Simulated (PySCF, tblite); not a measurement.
**C₃H₁₃NSi₄: geometry, infrared bands and NMR shifts**

What infrared bands and NMR shifts should C₃H₁₃NSi₄ (`C[SiH2]C#C[SiH2]N([SiH3])[SiH3]`) show?

Programs: tblite 0.8.0 and PySCF 2.14.0, with density-fitted response routines of our own. Each step states its level of theory. These are calculated values for one molecule in the gas phase, unless marked as measured. Atoms count from 0, in the outputs and in this text.

### Step 1. Starting geometry

21 atoms, charge 0, multiplicity 1; geometry from: force field or distance geometry start.

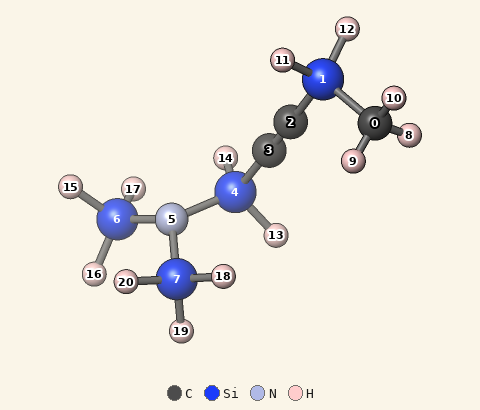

As it starts; carbon dark grey, silicon blue, nitrogen light blue, hydrogen pink, atoms numbered; sticks join atoms by distance.

### Step 2. Optimising the geometry with GFN2-xTB

The job: settings as JSON, then the geometry in Å.

```
{"job": {"kind": "relax", "xc": "GFN2-xTB", "basis": "xTB"}, "charge": 0, "multiplicity": 1}
C      4.255500    -1.057600    -0.472900
Si     3.484500    -0.020600     0.897300
C      1.819900     0.450500     0.387500
C      0.695000     0.797700     0.031500
Si    -0.994200     1.297500    -0.444100
N     -2.198400     0.189300     0.216600
Si    -3.673100     0.958700     0.807100
Si    -2.414800    -1.305800    -0.675300
H      4.403300    -0.427500    -1.378800
H      3.564700    -1.895500    -0.707500
H      5.262200    -1.391200    -0.156200
H      3.470500    -0.888500     2.094000
H      4.296200     1.131500     1.262600
H     -0.995500     1.349600    -1.919500
H     -1.279700     2.683900     0.025600
H     -3.823900     0.577100     2.240900
H     -4.901500     0.505800     0.153900
H     -3.548300     2.415700     0.809100
H     -1.140600    -1.874500    -1.149800
H     -3.334400    -1.170800    -1.825600
H     -2.956500    -2.308400     0.267100
```

Run with:

```bash
$ OMP_NUM_THREADS=1 python probes_run.py task.json out
```

One launch serves the whole session: the jobs run in the order shown.

The log of the run:

```text
step      E/eV     max force
  0    -622.47375    2.957
  1    -622.41879    7.100
  2    -622.63294    0.815
  3    -622.66707    0.709
  4    -622.73587    0.670
  5    -622.76033    0.460
  6    -622.77898    0.234
  7    -622.78721    0.190
  8    -622.79763    0.280
  9    -622.80762    0.270
 10    -622.81733    0.223
 11    -622.82512    0.184
 12    -622.83222    0.250
 13    -622.84001    0.331
 14    -622.84795    0.263
 15    -622.85336    0.131
 16    -622.85671    0.122
 17    -622.85972    0.162
 18    -622.86291    0.185
 19    -622.86601    0.127
 20    -622.86863    0.111
 21    -622.87071    0.106
 22    -622.87246    0.126
 23    -622.87392    0.096
 24    -622.87500    0.081
 25    -622.87589    0.080
 26    -622.87671    0.090
 27    -622.87743    0.069
 28    -622.87807    0.071
 29    -622.87876    0.078
 30    -622.87954    0.091
 31    -622.88027    0.089
 32    -622.88078    0.048
 33    -622.88113    0.058
 34    -622.88151    0.063
 35    -622.88206    0.085
 36    -622.88273    0.089
 37    -622.88335    0.052
 38    -622.88387    0.056
 39    -622.88438    0.056
 40    -622.88492    0.072
 41    -622.88544    0.063
 42    -622.88591    0.044
 43    -622.88645    0.056
 44    -622.88713    0.068
 45    -622.88788    0.068
 46    -622.88847    0.058
 47    -622.88892    0.041
 48    -622.88941    0.050
 49    -622.89008    0.063
 50    -622.89086    0.069
 51    -622.89161    0.064
 52    -622.89241    0.066
 53    -622.89352    0.106
 54    -622.89512    0.133
 55    -622.89679    0.102
 56    -622.89773    0.063
 57    -622.89807    0.037
 58    -622.89832    0.038
 59    -622.89867    0.046
 60    -622.89909    0.048
 61    -622.89941    0.044
 62    -622.89959    0.026
 63    -622.89972    0.025
 64    -622.89992    0.040
 65    -622.90022    0.045
 66    -622.90053    0.040
 67    -622.90073    0.028
 68    -622.90082    0.019
 69    -622.90089    0.019
 70    -622.90099    0.024
 71    -622.90112    0.028
 72    -622.90128    0.031
 73    -622.90143    0.026
 74    -622.90154    0.021
 75    -622.90160    0.015
 76    -622.90164    0.017
 77    -622.90170    0.024
 78    -622.90178    0.025
 79    -622.90188    0.024
 80    -622.90195    0.014
 81    -622.90198    0.014
 82    -622.90200    0.012
 83    -622.90202    0.012
 84    -622.90206    0.014
 85    -622.90211    0.015
 86    -622.90215    0.019
 87    -622.90219    0.020
 88    -622.90223    0.016
 89    -622.90227    0.013
 90    -622.90232    0.010
 91    -622.90235    0.012
 92    -622.90238    0.015
 93    -622.90242    0.016
 94    -622.90249    0.016
 95    -622.90259    0.019
 96    -622.90269    0.019
 97    -622.90277    0.017
 98    -622.90282    0.015
 99    -622.90287    0.017
100    -622.90296    0.026
101    -622.90310    0.036
102    -622.90327    0.034
103    -622.90338    0.020
104    -622.90343    0.021
105    -622.90345    0.055
106    -622.90349    0.016
107    -622.90355    0.034
108    -622.90364    0.056
109    -622.90369    0.033
110    -622.90371    0.010
111    -622.90372    0.015
112    -622.90374    0.022
113    -622.90376    0.017
114    -622.90378    0.008
```

Run time: 1.1 s. Hardware: 1 thread of Arm Neoverse V2, shared host.

The steps of the relaxation: (not every step is listed) (the energy doesn't fall at every step)

```csv
step,energy from step 0 (eV),largest force (eV/Å)
0,0.0000,2.9572
1,0.0550,7.1001
2,-0.1592,0.8146
3,-0.1933,0.7094
4,-0.2621,0.6701
5,-0.2866,0.4605
6,-0.3052,0.2341
7,-0.3135,0.1896
8,-0.3239,0.2800
18,-0.3892,0.1854
28,-0.4043,0.0709
38,-0.4101,0.0563
48,-0.4157,0.0504
58,-0.4246,0.0378
68,-0.4271,0.0188
78,-0.4280,0.0255
88,-0.4285,0.0164
98,-0.4291,0.0150
108,-0.4299,0.0560
109,-0.4299,0.0332
110,-0.4300,0.0104
111,-0.4300,0.0154
112,-0.4300,0.0215
113,-0.4300,0.0170
114,-0.4300,0.0081
```

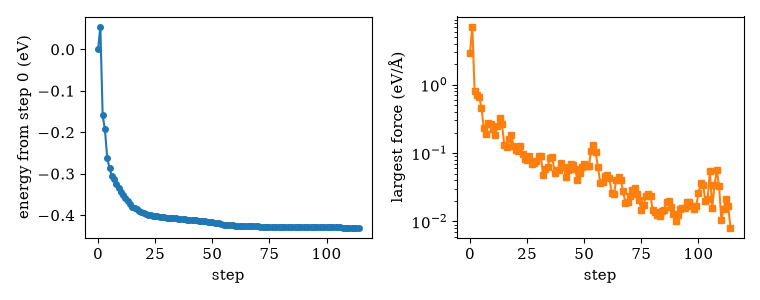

Energy and largest force along the relaxation.

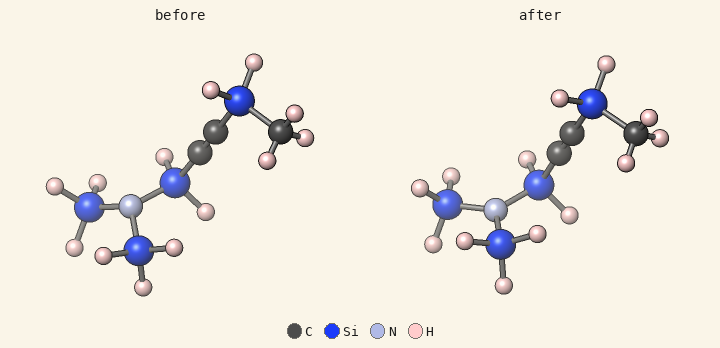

Before and after, at one scale.

Close pairs (by a distance rule), those that changed most:

```csv
bond,before (Å),after (Å),change (Å)
Si1–C2,1.804,1.852,+0.048
Si4–H14,1.491,1.463,-0.028
C3–Si4,1.825,1.852,+0.028
C0–H8,1.113,1.086,-0.027
Si6–H15,1.491,1.465,-0.026
C0–H9,1.111,1.086,-0.025
N5–Si6,1.765,1.741,-0.024
C0–H10,1.107,1.086,-0.020
```

The end geometry stands in the next job.

### Step 3. Vibrational analysis with GFN2-xTB

The job: settings as JSON, then the geometry in Å.

```
{"job": {"kind": "ir", "xc": "GFN2-xTB", "basis": "xTB"}, "charge": 0, "multiplicity": 1}
C      4.117929    -1.081826    -0.461897
Si     3.299381    -0.133550     0.965382
C      1.675302     0.515951     0.356759
C      0.614539     0.926568    -0.059598
Si    -1.029249     1.491616    -0.699488
N     -2.252478     0.391750    -0.102826
Si    -3.588705     0.885582     0.898488
Si    -2.188789    -1.279680    -0.593798
H      4.289458    -0.433780    -1.316889
H      3.492691    -1.905297    -0.795740
H      5.077335    -1.495478    -0.163891
H      3.057990    -1.030840     2.103657
H      4.136644     1.003523     1.372579
H     -1.017259     1.445230    -2.167927
H     -1.327518     2.832219    -0.195419
H     -3.515756     0.169869     2.174871
H     -4.844912     0.563760     0.213833
H     -3.481204     2.326503     1.111409
H     -0.814354    -1.587206    -0.980619
H     -3.096391    -1.480715    -1.729918
H     -2.613574    -2.107257     0.534670
```

The log of the run:

```text
mode    cm-1     km/mol
  1     -34.0      0.65
  2     -12.7      0.06
  3       4.1      0.38
  4      34.7      0.31
  5      45.2      0.34
  6      70.6      0.12
  7     106.4      0.08
  8     152.7      2.96
  9     169.4      1.15
 10     205.2      0.85
 11     208.3      0.18
 12     218.3      6.30
 13     290.7     11.71
 14     301.7      6.98
 15     432.2      3.13
 16     463.5     68.57
 17     491.5     64.28
 18     502.6      5.33
 19     554.9      3.16
 20     560.8      7.08
 21     563.3     26.07
 22     576.8      7.74
 23     594.8    137.29
 24     603.0     27.55
 25     671.3    360.57
 26     720.6    384.63
 27     752.6     36.37
 28     759.8     90.27
 29     766.3      4.08
 30     775.8    161.02
 31     778.2     42.50
 32     781.5    482.33
 33     792.4    379.35
 34     803.3    737.29
 35     827.7    135.59
 36     829.1    177.47
 37     831.5    101.28
 38     875.2    439.46
 39     957.5    432.76
 40     985.7    584.52
 41    1373.7      7.00
 42    1490.0      0.10
 43    1490.8      0.03
 44    2186.1    203.76
 45    2200.3    431.09
 46    2203.8     99.36
 47    2215.9    217.91
 48    2221.9    832.11
 49    2228.9     55.50
 50    2241.9    173.64
 51    2244.1      1.26
 52    2258.9    463.34
 53    2276.3    506.72
 54    2277.1    314.64
 55    3035.8     48.07
 56    3036.1     40.73
 57    3040.5      2.94
```

Run time: 1.2 s. Hardware: 1 thread of Arm Neoverse V2, shared host.

The strongest bands and the atoms that carry them (share of the mass-weighted mode):

```csv
cm⁻¹,km/mol,atoms
782,482.3,"H18 16 %, H12 15 %, H11 15 %, H15 14 %"
803,737.3,"H19 17 %, H18 16 %, H20 15 %, H17 15 %"
875,439.5,"C3 26 %, C2 25 %, Si1 20 %, Si4 10 %"
958,432.8,"N5 77 %, Si7 13 %"
986,584.5,"N5 78 %, Si6 10 %"
2222,832.1,"H16 53 %, H19 25 %, H15 16 %"
2259,463.3,H20 83 %
2276,506.7,"H18 60 %, H17 26 %"
```

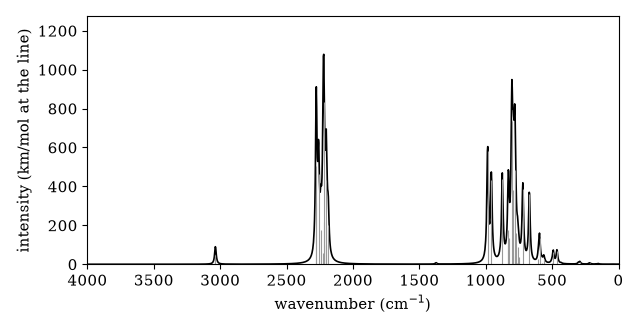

The infrared spectrum from these modes, unscaled. Lines are broadened to a width of 14 cm⁻¹ (Lorentzian).

### Step 4. NMR shieldings: PBE0/pcSseg-1

The job, as its differences from that of step 3:

```diff
@@ -1,2 +1,2 @@
-{"job": {"kind": "ir", "xc": "GFN2-xTB", "basis": "xTB"}, "charge": 0, "multiplicity": 1}
+{"job": {"kind": "nmr", "xc": "PBE0", "basis": "pcSseg-1"}, "charge": 0, "multiplicity": 1}
 C      4.117929    -1.081826    -0.461897
```

With the program's defaults for keys left out, this is: GIAO PBE0/pcSseg-1 NMR shielding, non-relativistic, gas phase.

The log of the run:

```text
coarse grid: 18880 points
cycle   1  E = -1333.9740942423  dE =  3.775e-01  |g| = 6.153e-01  |ddm| = 4.211e+00
cycle   2  E = -1333.9075003774  dE =  6.659e-02  |g| = 8.069e-01  |ddm| = 1.308e+00
cycle   3  E = -1334.0574786797  dE = -1.500e-01  |g| = 1.255e-01  |ddm| = 8.122e-01
cycle   4  E = -1334.0607973185  dE = -3.319e-03  |g| = 3.601e-02  |ddm| = 1.407e-01
cycle   5  E = -1334.0610708018  dE = -2.735e-04  |g| = 1.724e-02  |ddm| = 4.567e-02
cycle   6  E = -1334.0611339004  dE = -6.310e-05  |g| = 6.686e-03  |ddm| = 1.526e-02
cycle   7  E = -1334.0611454549  dE = -1.155e-05  |g| = 5.361e-04  |ddm| = 5.666e-03
cycle   8  E = -1334.0611455279  dE = -7.305e-08  |g| = 1.479e-04  |ddm| = 7.520e-04
final grid: 162160 points
cycle   9  E = -1334.1047116236  dE = -1.987e-05  |g| = 6.383e-03  |ddm| = 2.900e-02
cycle  10  E = -1334.1047041375  dE =  7.486e-06  |g| = 8.587e-03  |ddm| = 1.301e-02
cycle  11  E = -1334.1047211627  dE = -1.703e-05  |g| = 1.089e-03  |ddm| = 7.447e-03
cycle  12  E = -1334.1047214196  dE = -2.569e-07  |g| = 2.719e-04  |ddm| = 1.156e-03
cycle  13  E = -1334.1047214335  dE = -1.391e-08  |g| = 1.193e-04  |ddm| = 2.675e-04
cycle  14  E = -1334.1047214368  dE = -3.261e-09  |g| = 3.822e-05  |ddm| = 1.053e-04
cycle  15  E = -1334.1047214371  dE = -3.552e-10  |g| = 7.381e-06  |ddm| = 3.512e-05
converged SCF energy = -1334.1047214371

GIAO shielding tensors (ppm)
atom      isotropic    diamagn.    paramagn.     s11        s22        s33       span
  0 C      191.545     253.107     -61.562    186.703    190.523    197.408     10.705
  1 Si     418.843     883.800    -464.958    395.988    409.007    451.534     55.546
  2 C       70.146     267.276    -197.130    -31.637    -16.009    258.083    289.721
  3 C       68.068     268.723    -200.655    -36.303    -20.475    260.981    297.285
  4 Si     398.848     883.878    -485.030    350.710    386.393    459.442    108.732
  5 N      273.931     333.967     -60.036    252.623    276.796    292.373     39.750
  6 Si     392.738     879.509    -486.771    342.691    363.983    471.540    128.849
  7 Si     401.176     882.464    -481.288    360.839    375.334    467.355    106.515
  8 H       31.266      30.679       0.587     27.007     28.934     37.857     10.849
  9 H       31.242      33.531      -2.289     26.749     29.320     37.658     10.909
 10 H       31.629      25.845       5.783     27.160     27.942     39.785     12.625
 11 H       27.223      30.786      -3.563     23.601     25.990     32.079      8.478
 12 H       27.257      29.036      -1.779     23.591     25.733     32.447      8.856
 13 H       26.675      30.990      -4.315     22.990     25.200     31.836      8.846
 14 H       26.740      31.183      -4.442     23.034     26.007     31.180      8.147
 15 H       26.830      29.373      -2.543     23.059     25.101     32.330      9.271
 16 H       26.915      27.453      -0.538     23.175     24.793     32.776      9.602
 17 H       26.939      28.813      -1.874     23.359     25.883     31.575      8.216
 18 H       26.675      33.119      -6.444     22.282     27.034     30.709      8.427
 19 H       26.977      30.099      -3.122     23.379     24.690     32.862      9.483
 20 H       27.036      31.312      -4.276     23.920     25.124     32.063      8.143
```

It took 52 s on 1 thread of Arm Neoverse V2, shared host; peak memory 1.1 GiB.

The references, computed at this level on geometries of the same kind, shield at (ppm): 1H TMS 31.72, 13C TMS 186.9, 29Si TMS 349.2, 15N NH3 267.7. Their shielding less the atom's gives the shift. The references are single molecules in the gas phase, so shifts against H2O, NH3, PH3, H3PO4 or CFCl3 are not on the usual liquid scales and can be off by tens of ppm. Atoms listed in one row are averaged.

```csv
atoms,environment,σ (ppm),δ (ppm),δ scaled to CDCl3
C3,alkyne carbon,68.1,118.9,114.1
C2,alkyne carbon,70.1,116.8,112.1
C0,methyl carbon bonded to Si,191.5,-4.6,-6.4
"H13, H14","hydrogen on a silicon bonded to C, N",26.71,5.01,–
"H15, H16, H17, H18, H19, H20",hydrogen on a silicon bonded to N,26.90,4.82,–
"H11, H12",hydrogen on a silicon bonded to 2 C,27.24,4.48,–
"H8, H9, H10",hydrogen on a methyl carbon bonded to Si,31.38,0.34,0.42
"Si6, Si7","silicon bonded to N, 3 H",397.0,-47.8,–
Si4,"silicon bonded to C, N, 2 H",398.8,-49.7,–
Si1,"silicon bonded to 2 C, 2 H",418.8,-69.7,–
N5,nitrogen bonded to 3 Si,273.9,-6.2,–
```

The scaled column applies a straight-line fit of computed shieldings to shifts measured in CDCl3 (root-mean-square error 0.16 ppm for H, 1.9 ppm for C).

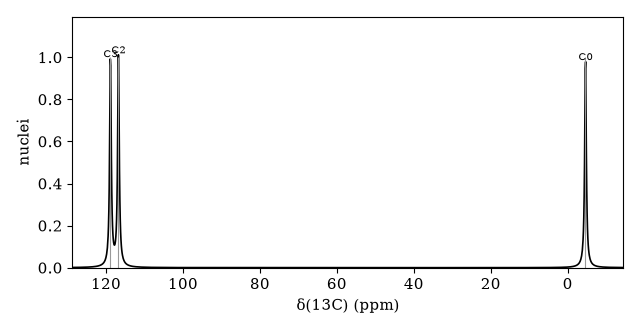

13C lines at the computed shifts, without couplings. Lines are broadened to a width of 0.49 ppm (Lorentzian).

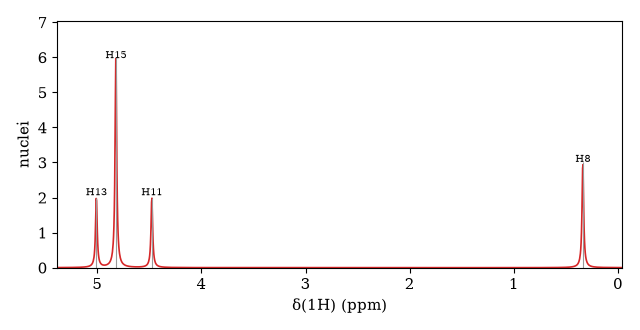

1H lines at the computed shifts, without couplings. Lines are broadened to a width of 0.02 ppm (Lorentzian).

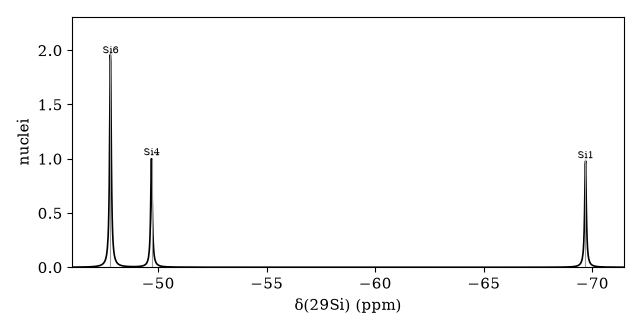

29Si lines at the computed shifts, without couplings. Lines are broadened to a width of 0.09 ppm (Lorentzian).

Charges from the same density, by scheme (e):

```csv
atoms,Mulliken,IAO,Hirshfeld,ESP fit
C0,-0.63,-0.71,-0.21,-0.55
Si1,0.66,0.79,0.37,0.70
C2,-0.31,-0.30,-0.14,-0.29
C3,-0.28,-0.33,-0.15,-0.19
Si4,0.79,0.90,0.39,0.52
N5,-1.08,-1.03,-0.34,-0.48
"Si6, Si7",0.64,0.74,0.35,0.46
```

Hirshfeld charges:

C0 -0.21; Si1 0.37; C2 -0.14; C3 -0.15; Si4 0.39; N5 -0.34; Si6 0.35; Si7 0.35; H8 0.05; H9 0.05; H10 0.04; H11 -0.07; H12 -0.07; H13 -0.07; H14 -0.07; H15 -0.08; H16 -0.08; H17 -0.07; H18 -0.07; H19 -0.08; H20 -0.07

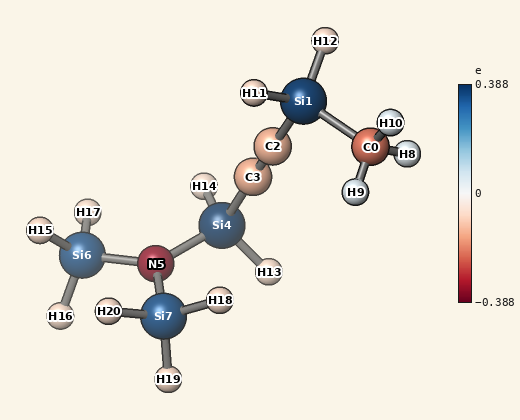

Hirshfeld charges, as colours on the atoms.

Mayer bond orders: C0–Si1 0.96, Si1–C2 0.94, C2–C3 2.51, C3–Si4 0.92, Si4–N5 0.91, N5–Si6 0.89, N5–Si7 0.88.

### Step 5. Results

| quantity | value |
| --- | --- |
| strongest single infrared mode (GFN2-xTB) | 2222 cm⁻¹, 832 km/mol |
| zero-point energy (GFN2-xTB) | 83.0 kcal/mol |
| 13C shifts against TMS (PBE0/pcSseg-1) | 118.9, 116.8, -4.6 ppm |
| 1H shifts against TMS (PBE0/pcSseg-1, means over atoms taken as alike) | 5.01, 4.82, 4.48, 0.34 ppm |
| 29Si shifts against TMS (PBE0/pcSseg-1, means over atoms taken as alike) | -47.8, -49.7, -69.7 ppm |
| 15N shifts against NH3 (PBE0/pcSseg-1) | -6.2 ppm |

Over 114 steps the energy fell by 0.430 eV; of the close pairs, Si1–C2 changed most, 1.804 to 1.852 Å. The lowest mode is imaginary (34i cm⁻¹), so the xTB geometry is not a minimum. The strongest single mode, at 2222 cm⁻¹, moves mainly H16. Unscaled tight-binding wavenumbers are off by several per cent, some by more. Its intensities can rank the bands wrongly.
